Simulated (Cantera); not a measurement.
A closed system holds: 1 mol SiH₄, a varied amount of N₂O, at 1725 K and 44.0 Pa.

Method: chemical equilibrium by Gibbs-energy minimisation in Cantera with the NASA 1993 tables (ideal gas, pure condensed phases). Candidate condensed phases: H₂O, Si, SiO₂, Si₂N₂O, Si₃N₄; 35 gas species. The tables' values for SiN are old estimates; treat these amounts as uncertain. The tables hold silica as quartz up to 1696 K and as liquid above; real silica turns to tridymite and cristobalite and melts near 1996 K. Gases not in the tables: Si₂H₆ and higher silanes. The numbers say what is thermodynamically allowed, not how fast it happens.

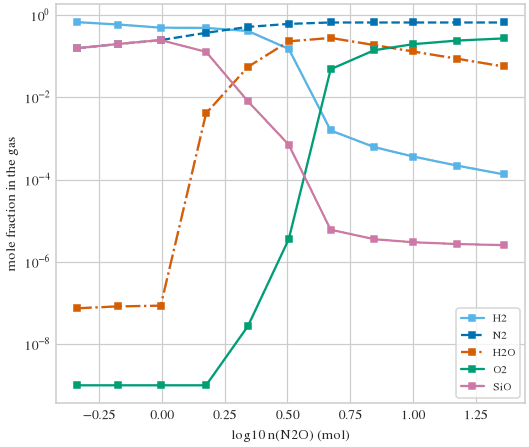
Fig. 1. Equilibrium gas composition (values under 1e-9 drawn at 1e-9)

### Question
Read off the mole fractions at 0.46 mol N₂O.

### Answer
H₂ about 0.68, SiO about 0.16, N₂ about 0.16, H₂O about 7.4e-8.
